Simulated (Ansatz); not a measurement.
```xyz
11

N    -1.2209   -1.7947   -2.0172
C    -0.4201   -1.3615   -1.3161
C     0.5696   -0.7999   -0.4114
C    -0.0767    0.0057    0.6900
C    -0.2524    1.4456    0.5658
O     0.7848    0.8934    1.3667
H     1.1586   -1.6160    0.0181
H     1.2560   -0.1633   -0.9759
H    -0.7607   -0.5492    1.3292
H     0.0774    1.9446   -0.3422
H    -1.0504    1.9383    1.1136
```

Geometry: PBE0-D4/def2-TZVP.

Computed with isolated molecule in a Gaussian basis; Kohn-Sham density functional theory, functional SPW92 in Ansatz 0.2.0.

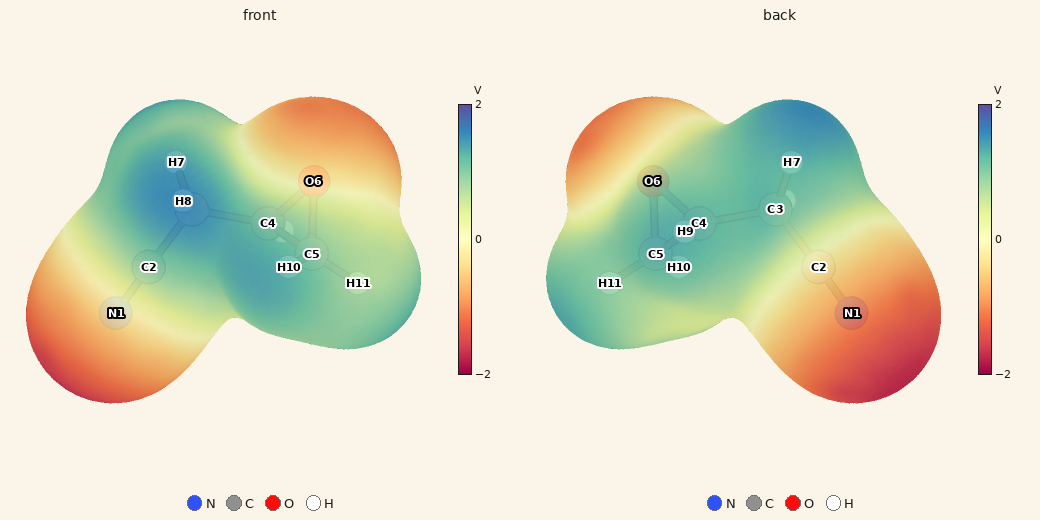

C4H5NO. The electrostatic potential painted on the density surface at 0.002 e/bohr³, seen from the front and from behind; the colour scale runs from red (negative) to blue (positive).

Q: Where is the surface potential most negative and most positive?

A: The most negative region (about −1.7 V) lies over N1, the most positive (about +1.6 V) over H7 and H8. N1 is the likeliest acceptor of a hydrogen bond.

Q: How polar is the molecule by this calculation?

A: Its dipole moment is 2.29 D.
